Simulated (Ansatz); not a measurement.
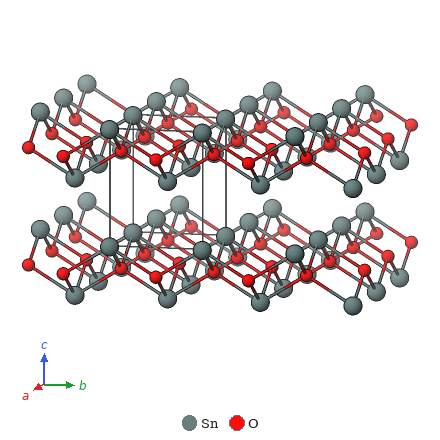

The compound is SnO (space group P4/nmm, No. 129), taken as coordinates from a relaxation with DFT, PBE-D3(BJ), plane waves, PAW in Ansatz.

Bonds are taken as O–Sn below 2.5 Å. Atoms with one bond or none are removed and atoms with two bonds are replaced by edges, until no such atom is left.

Q: What kind of net remains, and which atoms are its nodes?

A: A uninodal 4-connected, two-periodic (layers) net: Sn and O are 4-connected nodes.

Q: Does the net have a name?

A: It is the sql net, known from the square lattice.

Q: How do the layers lie?

A: The layers lie parallel to (001).

Q: Give the point symbol of each node (shortest cycle at each angle).

A: Sn and O: 4^4.6^2.
